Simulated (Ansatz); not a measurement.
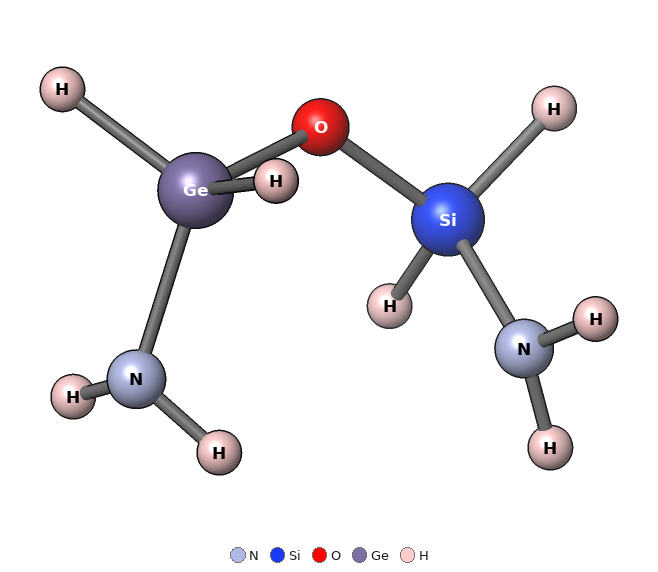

The structure as it stands in the input.

The calculation was set up as follows.

```yaml
crystal:
  periodic: [false, false, false]
  atoms:
    - {symbol: N, position_ang: [-1.738765, 0.658936, -0.104148]}
    - {symbol: Si, position_ang: [-0.275215, 1.552517, -0.273424]}
    - {symbol: O, position_ang: [0.916456, 0.605666, -0.853909]}
    - {symbol: Ge, position_ang: [1.193378, -1.136625, -0.547373]}
    - {symbol: N, position_ang: [0.755578, -1.653992, 1.145148]}
    - {symbol: H, position_ang: [-2.324157, 0.833244, 0.696890]}
    - {symbol: H, position_ang: [-2.297689, 0.424827, -0.909547]}
    - {symbol: H, position_ang: [0.015092, 2.053133, 1.098250]}
    - {symbol: H, position_ang: [-0.374972, 2.693705, -1.220253]}
    - {symbol: H, position_ang: [0.310477, -1.910476, -1.534366]}
    - {symbol: H, position_ang: [2.697709, -1.340162, -0.753213]}
    - {symbol: H, position_ang: [-0.216580, -1.504069, 1.377620]}
    - {symbol: H, position_ang: [1.338678, -1.276703, 1.878306]}
basis:
  gaussian: {orbitals: def2-TZVPP}
hamiltonian: {xc: {name: B3LYP}, dispersion: d4}
output: {forces: true, orbitals: {seedname: orbitals}}
```

Command:

```sh
ansatz run in.yaml --threads 2 --pin off --events-out ev --progress --plain --max-ram 22528MiB --backend cuda --devices 0, --max-vram 18GiB
```

Output:

```
Functional definition: B3LYP
  name "B3LYP"
  cite "Stephens, Devlin, Chabalowski & Frisch, J. Phys. Chem. 98, 11623 (1994) doi:10.1021/j100096a001"
  cite "Becke, Phys. Rev. A 38, 3098 (1988) doi:10.1103/PhysRevA.38.3098"
  cite "Lee, Yang & Parr, Phys. Rev. B 37, 785 (1988) doi:10.1103/PhysRevB.37.785"
  cite "Vosko, Wilk & Nusair, Can. J. Phys. 58, 1200 (1980) doi:10.1139/p80-159"
  parameter a0 = 0.2
  parameter ax = 0.72
  parameter ac = 0.81
  exchange = (1 - a0 - ax)*slater_x + ax*b88_x + a0*exact_x
  correlation = (1 - ac)*vwn_rpa_c + ac*lyp_c
1613 factors; their error is unknown
mean field evaluation 1: about -69542.5852 eV, gradient 1.0e2 eV
mean field evaluation 2: about -69506.7219 eV, gradient 1.6e2 eV
mean field evaluation 4: about -69560.4486 eV, gradient 1.4e1 eV
mean field evaluation 8: about -69560.7790 eV, gradient 2.2e-1 eV
mean field evaluation 16: about -69561.0087 eV, gradient 2.8e-4 eV
mean field -69561.00866792 eV, -2556.3199184010 hartree, gradient 3.0e-5 eV, S^2 0.000000; 0 other end points of the search recorded, 0 dependent functions left out
the calculation of the forces begins
reference -69561.00896947 eV, -2556.3199294825 hartree; 38, 38 occupied and 257, 257 virtual orbitals, 1613 factors
Total energy: -69561.49688979 eV, -2556.3378602236 hartree
Atom 0 at    -1.738765     0.658936    -0.104148 Å, force    -0.072654    -0.026675     0.001294 eV/Å
Atom 1 at    -0.275215     1.552517    -0.273424 Å, force     0.036041     0.294974     0.042467 eV/Å
Atom 2 at     0.916456     0.605666    -0.853909 Å, force     0.010346     0.146358    -0.049603 eV/Å
Atom 3 at     1.193378    -1.136625    -0.547373 Å, force     0.159994    -0.214302    -0.232848 eV/Å
Atom 4 at     0.755578    -1.653992     1.145148 Å, force    -0.072352    -0.033408     0.199882 eV/Å
Atom 5 at    -2.324157     0.833244     0.696890 Å, force    -0.024391    -0.016699    -0.004887 eV/Å
Atom 6 at    -2.297689     0.424827    -0.909547 Å, force    -0.021947    -0.015594     0.011497 eV/Å
Atom 7 at     0.015092     2.053133     1.098250 Å, force    -0.016902    -0.028382    -0.088916 eV/Å
Atom 8 at    -0.374972     2.693705    -1.220253 Å, force     0.001207    -0.067518     0.065408 eV/Å
Atom 9 at     0.310477    -1.910476    -1.534366 Å, force     0.002532    -0.001123     0.002280 eV/Å
Atom 10 at     2.697709    -1.340162    -0.753213 Å, force    -0.003256    -0.006007     0.000194 eV/Å
Atom 11 at    -0.216580    -1.504069     1.377620 Å, force     0.012227    -0.017400     0.031444 eV/Å
Atom 12 at     1.338678    -1.276703     1.878306 Å, force    -0.010845    -0.014225     0.021788 eV/Å
Dipole moment:    -0.344768    -0.049683     0.169875 e Å
```
